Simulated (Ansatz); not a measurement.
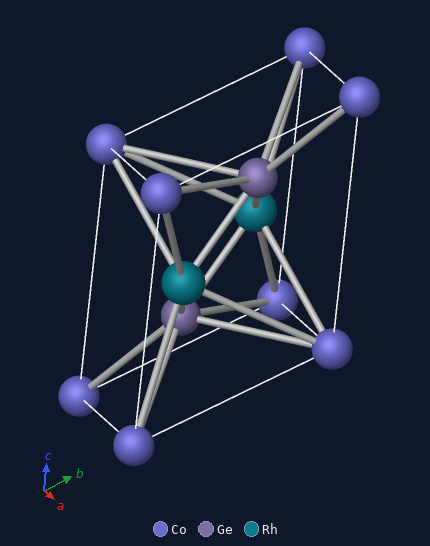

Structure drawing (ball-and-stick), viewed slightly off an axis. The lines enclose the simulation cell; boundary atoms appear with their images.

```
CELL_PARAMETERS angstrom
0.00000 3.90767 0.00000
3.90767 0.00000 0.00000
1.95383 1.95383 -4.59102
ATOMIC_POSITIONS crystal
Co 0.00000 0.00000 0.00000
Ge 0.37500 0.37500 0.25000
Ge 0.62500 0.62500 0.75000
Rh 0.75000 0.25000 0.50000
Rh 0.25000 0.75000 0.50000
```

Calculation details: DFT, PAW plane waves, PBE in Ansatz; 420 eV cutoff, a 9×9×9 k-point grid, Fermi-Dirac smearing of 0.019 eV, no spin polarisation (a spin-restricted run, not always the ground state). The pressure of the cell is 32 GPa.

How charged are the atoms, by the Bader scheme?

Answer. Co +0.33 e; Ge +0.39 e; Rh -0.55 e.

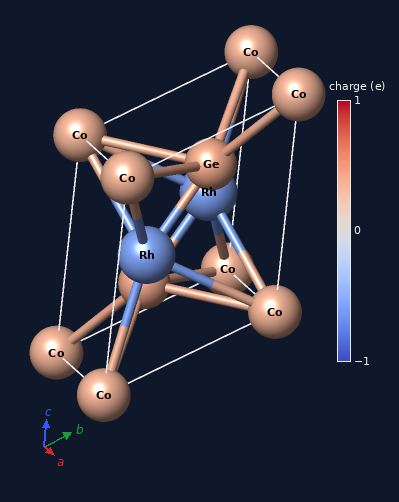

The atoms coloured by those charges.

This is a generated cell, made by putting these elements into a known structure type (the compound may or may not exist in this form), not relaxed. It was run through Ansatz as a DFT input.

At this level of theory the cell isn't at rest (compressed, at 32 GPa and forces up to 3.0 eV/Å), so its distances can differ from those at equilibrium, the more so the softer the solid.
